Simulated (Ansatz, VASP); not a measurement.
# Cross-check of CdS (Greenockite) between VASP and Ansatz

Wanted: the spread between two codes on one cell, functional and k mesh.

Program: Ansatz 0.2.0. Level of theory: plane waves, with VASP 6.6.1 beside it; single point at PBE. Results are calculated unless marked as measured.

The database entry behind the starting cell differs from later determinations by our own check (about 0.35 % long), so it need not match the best structure at ambient conditions.

### 1. The structure

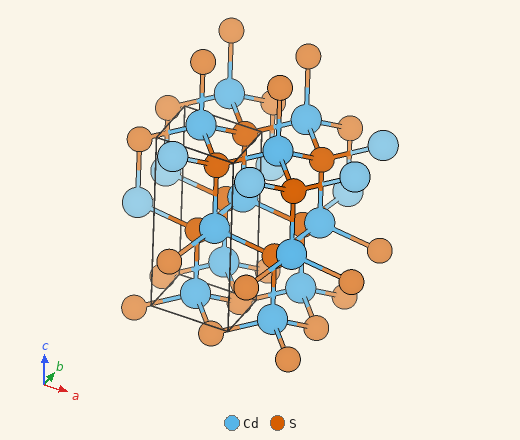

Start, viewed slightly off an axis; cadmium blue, sulfur orange. 2×2×1 cells are drawn. Some periodic images of atoms are drawn too.

### 2. Ansatz: single point, PBE

Ansatz runs on its default PAW (the set named soft_2) files.

With cell and atoms fixed, the geometry can't cause a difference; cores, projectors, grids and the points listed under the comparison can.

File input.yaml:

```yaml
crystal:
  lattice:
    - [4.15, 0.0, 0.0]
    - [-2.075, 3.5940054257, 0.0]
    - [0.0, 0.0, 6.737]
  atoms:
    - { symbol: Cd, position: [0.6666666667, 0.3333333333, 0.5] }
    - { symbol: Cd, position: [0.3333333333, 0.6666666667, 0.0] }
    - { symbol: S, position: [0.6666666667, 0.3333333333, 0.875] }
    - { symbol: S, position: [0.3333333333, 0.6666666667, 0.375] }
hamiltonian:
  xc: pbe
  pseudopotentials: { kind: paw }
kpoints:
  mp_grid: { grid: [6, 6, 4] }
scf:
  occupations: { method: gaussian, width: 0.01 }
  n_extra_bands: 5
output:
  forces: true
  stress: true
  eigenvalues: true
```

Command:

```
$ ansatz run input.yaml --threads 2 --pin off --max-ram 4608MiB --backend cpu --events-out ev --progress --plain --runs-dir out
```

Numbers of over 12 decimals in the logs are rounded to 6 here.

The program printed:

```text
scf.n_extra_bands = 5 over 26 filled bands (N_el = 52.0): the run solves 31 bands
Engine: ansatz 0.2.0, aarch64-unknown-linux-gnu
Pseudopotentials: kind: paw
Pseudopotential: Cd, paw, valence charge 20, recommended cutoff 420 eV (normal), Cd.paw.azcp
Pseudopotential: S, paw, valence charge 6, recommended cutoff 420 eV (normal), S.paw.azcp
Functional definition: PBE
  parameter kappa = 0.804
  parameter beta = 0.066725
  exchange = pbe_x(kappa = kappa, mu = beta*pi^2/3)
  correlation = pbe_c(beta = beta)
Crystal: 4 atoms, lattice volume = 100.483 Å³
Basis set: ecut = 420 eV, 1973 PW (Γ), exchange–correlation on 60×60×96 points (8 copies of the dense FFT grid, shifted against one another)
Bands: 31, of which v1, the nominal top of the filled ones, is band 26 counted from 1 (25 counted from 0)
Symmetry: 12 space group operations
Space group: P63mc (ITA 186), of the structure as read, at distance tolerance 4.6e-5 Å
k-points: 21 of 144 (time reversal used)
Non-local potential: Cd, projectors of the file, l = 0: 3, l = 1: 2, l = 2: 2, l = 3: 1
Non-local potential: S, projectors of the file, l = 0: 2, l = 1: 2, l = 2: 2
PAW form: soft (Blöchl's): semilocal exchange-correlation on the pseudo side does not see the compensation charge
PAW one-centre angular grid: Cd, 590 points (default); XC on 64 Gauss nodes
PAW one-centre angular grid: S, 110 points (default); XC on 64 Gauss nodes
Initial density: superposition of atomic densities (neutral atoms: chi_scale 0, normalization atom), corrected by the library's trained network
Initial wavefunctions: pseudopotential atomic-orbital guess
Functional: x = pbe(κ = 0.804, μ = 0.219515), c = pbe(β = 0.066725)
SCF iter   1: F=—  HF=-18315.634513 eV  |F-HF|=—  |Δ(HF+E_count)|=         —  Δρ=5.93e-4  dr2=4.11e-4  ethr=1.77e-3  ⟨swp⟩=6.3  Hψ=2669  notcnv=0
preconditioner: auto → Resta (q_TF=auto, 2.445 Å⁻¹)  ε∞=4.9  [insulator: Δε(μ)=1.190 eV  Ē_g=11.278 eV  σ=0.010 eV  W_gap=1.00  n_scr=22 (ndim 8)  ℏωp=22.2 eV  f_vac=0.131  D(μ)=0.00/eV (n_scr^D=0)  ε∞_Penn≈4.9]
SCF iter   2: F=—  HF=-18315.636169 eV  |F-HF|=—  |Δ(HF+E_count)|=   1.66e-3  Δρ=2.99e-4  dr2=1.08e-4  ethr=7.91e-7  ⟨swp⟩=2.9  Hψ=1498  notcnv=0  defer=21
SCF iter   3: F=—  HF=-18315.636229 eV  |F-HF|=—  |Δ(HF+E_count)|=   5.92e-5  Δρ=1.10e-4  dr2=1.01e-5  ethr=2.08e-7  ⟨swp⟩=2.0  Hψ=998  notcnv=0  defer=21
SCF iter   4: F=—  HF=-18315.636317 eV  |F-HF|=—  |Δ(HF+E_count)|=   8.89e-5  Δρ=4.15e-5  dr2=1.66e-6  ethr=1.95e-8  ⟨swp⟩=2.0  Hψ=1008  notcnv=0  defer=21
SCF iter   5: F=—  HF=-18315.636321 eV  |F-HF|=—  |Δ(HF+E_count)|=   3.41e-6  Δρ=9.42e-6  dr2=1.09e-7  ethr=3.19e-9  ⟨swp⟩=2.0  Hψ=1008  notcnv=0  defer=21
SCF iter   6: F=-18315.636321 eV  HF=-18315.636321 eV  |F-HF|=6.99e-9  |Δ(HF+E_count)|=   1.79e-7  Δρ=2.83e-6  dr2=1.12e-8  ethr=1.92e-10  ⟨swp⟩=7.1  Hψ=2789  notcnv=0
SCF 1 converged in 6 iterations: F = -18315.636321 eV  dr2 = 1.12e-8
  greatest PAW one-centre occupation: 1.000 electrons in one spin orbital (limit 2), on the Cd atom at site 1 (counted from 0), in its partial waves of l = 0
SCF converged after 6 iterations
Free energy (F): -18315.636321 eV
Harris-Foulkes:  -18315.636321 eV  (|F-HF|=6.99e-9)
Internal energy: -18315.636321 eV  (E = F + TS)
E sigma→0 (E₀):  -18315.636321 eV
Fermi energy:    7.330356 eV
--- Per-component energies (eV) ---
  E_band       = -1020.648526
  E_kinetic    = 1223.489538
  E_local      = -8071.810144  (includes V_loc(G=0)·N_el)
  E_nonlocal   = 124.357350
  E_hartree    = 3706.049151
  E_xc         = -547.682632
  E_vxc        = -618.079091  (∫ρ·V_xc dr)
  E_paw        = -9367.647389  (= ΣΔE_a)
  E_vpaw       = -1090.710219  (= ΣTr[D̂ρ^β])
  E_aug_tail   = 0.000032  (compensation charges beyond the density's cutoff)
  E_ewald      = -5382.392226
  E_smearing   = -0.000000  (= −TS)
  E_closure    = -0.000000  (closes the sum)
  Σ components = -18315.636321   (vs F -18315.636321, Δ=0.00e0)
--- Forces (eV/Å), atoms counted from 1 ---
  atom   1  Cd     0.00000000    -0.00000000    -0.06715554
  atom   2  Cd    -0.00000000     0.00000000    -0.06715554
  atom   3  S     -0.00000000    -0.00000000     0.06715587
  atom   4  S     -0.00000000     0.00000000     0.06715587
  max |Σ_I F_I| component: 6.63e-7 eV/Å
--- Stress (GPa, compression-positive) ---
        1.867653       0.000000      -0.000000
       -0.000000       1.867653       0.000000
       -0.000000       0.000000       2.490286
  P = ⅓ Tr σ = 2.0752 GPa (20.752 kbar)
--- Band table (eV; the first three rows and the last of 21) ---
  k-point 0: bands = [... 22 lower, 5.9772, 6.6896, 6.7325, 6.7325, 7.9281, 9.5230, 13.1917, 13.1917, ... 1 higher]
  k-point 1: bands = [... 22 lower, 6.0815, 6.0815, 6.6150, 6.6150, 8.8124, 9.5958, 13.0355, 13.2613, ... 1 higher]
  k-point 2: bands = [... 22 lower, 6.3416, 6.3416, 6.3416, 6.3416, 9.5733, 9.5733, 12.9041, 12.9041, ... 1 higher]
  k-point 20: bands = [... 22 lower, 4.3589, 4.3589, 5.6308, 5.6308, 11.1202, 11.1202, 12.8230, 12.8230, ... 1 higher]
```

Wall time 2.6 s (2 threads of Arm Neoverse V2, shared host); peak memory 0.33 GiB.

Reading the cycles: dr2 is the Hartree energy of the density residual (eV), the measure of convergence; HF is the Harris–Foulkes estimate of the energy, which meets the free energy F at convergence.

The run ends at a pressure of 2.08 GPa, with forces up to 0.067 eV/Å.

### 3. VASP: single point, PBE

The same cell, functional, mesh and smearing now go to VASP, with its own data sets and cutoff.

Lines of VASP's logs that name or quote its potential files are left out, and so is its time.

File INCAR:

```
SYSTEM = CdS
PREC = Accurate
ENCUT = 400
EDIFF = 1E-07
NELM = 100
ISMEAR = 0
SIGMA = 0.01
LREAL = .FALSE.
ALGO = Normal
GGA = PE
NBANDS = 24
LORBIT = 11
LWAVE = .FALSE.
LCHARG = .FALSE.
KPAR = 2
```

File POSCAR:

```
CdS
1.0
    4.1500000000      0.0000000000      0.0000000000
   -2.0750000000      3.5940054257      0.0000000000
    0.0000000000      0.0000000000      6.7370000000
Cd S
2 2
Direct
    0.6666666667      0.3333333333      0.5000000000
    0.3333333333      0.6666666667      0.0000000000
    0.6666666667      0.3333333333      0.8750000000
    0.3333333333      0.6666666667      0.3750000000
```

File KPOINTS:

```
Automatic mesh
0
Gamma
6 6 4
0 0 0
```

PAW data sets: Cd and S (PBE family, release 64).

Command:

```
$ mpirun -np 2 vasp_std
```

The program printed:

```text
[banner, memory and clock lines left out]
running    2 mpi-ranks, on    1 nodes
 distrk:  each k-point on    1 cores,    2 groups
 distr:  one band on    1 cores,    1 groups

 POSCAR found type information on POSCAR CdS
 POSCAR found :  2 types and       4 ions
 LDA part: xc-table for (Slater+PW92), standard interpolation
 POSCAR, INCAR and KPOINTS ok, starting setup
 FFT: planning ... GRIDC
 FFT: planning ... GRID_SOFT
 FFT: planning ... GRID
 WAVECAR not read
 entering main loop
       N       E                     dE             d eps       ncg     rms          rms(c)
DAV:   1     0.211546842727E+03    0.21155E+03   -0.15367E+04  1008   0.112E+03
DAV:   2    -0.310770064181E+01   -0.21465E+03   -0.20903E+03  1160   0.308E+02
DAV:   3    -0.132583828516E+02   -0.10151E+02   -0.10122E+02  1240   0.692E+01
DAV:   4    -0.133504548414E+02   -0.92072E-01   -0.92043E-01  1240   0.644E+00
DAV:   5    -0.133521463893E+02   -0.16915E-02   -0.16915E-02  1264   0.827E-01    0.112E+01
DAV:   6    -0.122825277721E+02    0.10696E+01   -0.22238E+00  1352   0.153E+01    0.887E+00
DAV:   7    -0.122642409516E+02    0.18287E-01   -0.80913E-01  1112   0.495E+00    0.398E+00
DAV:   8    -0.122604289002E+02    0.38121E-02   -0.10673E-01  1224   0.333E+00    0.548E-01
DAV:   9    -0.122588436240E+02    0.15853E-02   -0.18834E-02  1240   0.174E+00    0.163E-01
DAV:  10    -0.122590126815E+02   -0.16906E-03   -0.14961E-03  1208   0.407E-01    0.116E-01
DAV:  11    -0.122591192625E+02   -0.10658E-03   -0.22275E-04  1264   0.106E-01    0.103E-01
DAV:  12    -0.122591568404E+02   -0.37578E-04   -0.16282E-04  1112   0.749E-02    0.216E-02
DAV:  13    -0.122591613125E+02   -0.44721E-05   -0.16244E-05  1224   0.288E-02    0.660E-03
DAV:  14    -0.122591619297E+02   -0.61719E-06   -0.33136E-06  1120   0.177E-02    0.928E-03
DAV:  15    -0.122591616273E+02    0.30233E-06   -0.83601E-07  1256   0.468E-03    0.218E-03
DAV:  16    -0.122591616017E+02    0.25617E-07   -0.18431E-08   792   0.879E-04
   1 F= -.12259162E+02 E0= -.12259162E+02  d E =-.908914E-48
```

Parts of OUTCAR (step 3):

```text
ion  position               nearest neighbor table
   1  0.667  0.333  0.500-   3 2.53   4 2.54   4 2.54   4 2.54
   2  0.333  0.667  0.000-   4 2.53   3 2.54   3 2.54   3 2.54
   3  0.667  0.333  0.875-   1 2.53   2 2.54   2 2.54   2 2.54
   4  0.333  0.667  0.375-   2 2.53   1 2.54   1 2.54   1 2.54

  LATTYP: Found a hexagonal cell.
 ALAT       =     4.1500000000
 C/A-ratio  =     1.6233734940

 Subroutine GETGRP returns: Found 12 space group operations
 (whereof  6 operations were pure point group operations)

The static configuration has the point symmetry C_3v.
 The point group associated with its full space group is C_6v.

 Found     21 irreducible k-points:

   k-points           NKPTS =     21   k-points in BZ     NKDIM =     21   number of bands    NBANDS=     24

   dimension x,y,z NGX =    28 NGY =   28 NGZ =   48
   dimension x,y,z NGXF=    56 NGYF=   56 NGZF=   96

   ENCUT  =  400.0 eV  29.40 Ry    5.42 a.u.   6.77  6.77 10.99*2*pi/ulx,y,z

   NELECT =      36.0000    total number of electrons

 k-points in reciprocal lattice and weights: Automatic mesh
   0.00000000  0.00000000  0.00000000       0.007
   0.16666667 -0.00000000  0.00000000       0.042
   0.33333333  0.00000000  0.00000000       0.042
   0.50000000 -0.00000000  0.00000000       0.021
   0.16666667  0.16666667  0.00000000       0.042
   0.33333333  0.16666667  0.00000000       0.083
   0.33333333  0.33333333  0.00000000       0.014
   0.00000000  0.00000000  0.25000000       0.014
   0.16666667 -0.00000000  0.25000000       0.083
[...]
0.33333333  0.16666667  0.50000000       0.083
   0.33333333  0.33333333  0.50000000       0.014

 average (electrostatic) potential at core
       1 -39.3610       2 -39.3610       3 -89.2395       4 -89.2395

 E-fermi :   1.3085

 k-point     1 :       0.0000    0.0000    0.0000
  band No.  band energies     occupation
    ...
     14       0.4508      2.00000
     15       0.4508      2.00000
     16       1.1658      2.00000
     17       1.2079      2.00000
     18       1.2079      2.00000
     19       2.4038      0.00000
     20       3.9968      0.00000
     21       7.6793      0.00000
     22       7.6793      0.00000
     23       8.0158      0.00000
    ...

 k-point     2 :       0.1667   -0.0000    0.0000
  band No.  band energies     occupation
    ...
     14      -0.5008      2.00000
     15       0.0167      2.00000
     16       0.1407      2.00000
     17       0.9647      2.00000
     18       1.0265      2.00000
     19       3.5443      0.00000
     20       4.8506      0.00000
     21       6.9722      0.00000
     22       8.0302      0.00000
     23       8.0351      0.00000
    ...

 k-point     3 :       0.3333    0.0000    0.0000
  band No.  band energies     occupation
    ...
     14      -1.7168      2.00000
     15      -1.2938      2.00000
     16      -0.3967      2.00000
     17       0.3922      2.00000
     18       0.6608      2.00000
     19       4.6294      0.00000
     20       5.2059      0.00000
     21       6.5817      0.00000
     22       7.4207      0.00000
     23       8.2710      0.00000
    ...

  Total        1.1285779      1.1285779      1.5346107      0.0000000      0.0000000      0.0000000
  in kB       17.9948721     17.9948721     24.4689560      0.0000000      0.0000000      0.0000000
  external PRESSURE =      20.1529001 kB  Pullay stress =       0.0000000 kB

  energy-cutoff  :      400.00
  volume of cell :      100.48
      direct lattice vectors                 reciprocal lattice vectors
     4.150000000  0.000000000  0.000000000     0.240963855  0.139120547  0.000000000
    -2.075000000  3.594005426  0.000000000     0.000000000  0.278241094  0.000000000
     0.000000000  0.000000000  6.737000000     0.000000000  0.000000000  0.148434021

 POSITION                                       TOTAL-FORCE (eV/Angst)
 -----------------------------------------------------------------------------------
      2.07500      1.19800      3.36850        -0.000000     -0.000000     -0.068843
     -0.00000      2.39600      0.00000         0.000000     -0.000000     -0.068843
      2.07500      1.19800      5.89487        -0.000000      0.000000      0.068843
     -0.00000      2.39600      2.52637         0.000000     -0.000000      0.068843
 -----------------------------------------------------------------------------------
    total drift:                               -0.000000      0.000000     -0.000845

  FREE ENERGIE OF THE ION-ELECTRON SYSTEM (eV)
  ---------------------------------------------------
  free  energy   TOTEN  =       -12.2591616017 eV

  energy  without entropy=      -12.2591616017  energy(sigma->0) =      -12.25916160

 total charge
# of ion       s       p       d       tot
------------------------------------------
    1        0.423   0.319   9.562  10.303
    2        0.423   0.319   9.562  10.303
    3        1.323   2.399   0.000   3.722
    4        1.323   2.399   0.000   3.722
--------------------------------------------------
tot          3.492   5.436  19.123  28.051

[... 3 further parts left out ...]
```

The run ends at a pressure of 2.02 GPa, with forces up to 0.069 eV/Å.

### 4. Differences

Known differences besides the PAW data sets themselves: the data sets hold 52 valence electrons in Ansatz (default PAW (the set named soft_2) files) and 36 in VASP; the cutoff is 420 eV in Ansatz and 400 eV in VASP; VASP leaves aspherical gradient terms in its spheres out (LASPH is not set), Ansatz keeps them. Total energies have different zeros and are not compared.

The two programs side by side:

```
              quantity  Ansatz   VASP  difference
        pressure (GPa)    2.08   2.02       +0.06
gap on the k mesh (eV)   1.196  1.196       0.000
```

Forces (eV/Å; atoms numbered as in POSCAR):

```
atom        Ansatz x, y, z          VASP x, y, z
 Cd1  0.000, 0.000, -0.067  0.000, 0.000, -0.069
 Cd2  0.000, 0.000, -0.067  0.000, 0.000, -0.069
  S3   0.000, 0.000, 0.067   0.000, 0.000, 0.069
  S4   0.000, 0.000, 0.067   0.000, 0.000, 0.069
```

The forces differ by 1.0 meV/Å r.m.s., which is 2.4 % of the r.m.s. force of 0.04 eV/Å (both taken over all components). Ansatz's pressure holds a Pulay correction of 0.04 GPa; VASP's holds none.

### 5. Summary of results

* r.m.s. force difference (single point, PBE): 0.97 meV/Å

The r.m.s. force difference is 0.97 meV/Å (single point, PBE), within the 12 meV/Å picked in this series as the mark of a large difference. Differences of this kind measure data sets and numerical settings, not the functional's error against experiment.

[Lines on the potential files, build, host, timing and source positions are cut from VASP's logs without a mark.]

[Logs are printed without paths, hosts, clocks, repeated set-up lines and the standing remarks that a program may print on its own settings, such as how far it seeks lower states.]

[Hosts, paths, dates, database ids (printed as entryN), source tags and the programs' standing remarks are cut or masked in the printed files.]
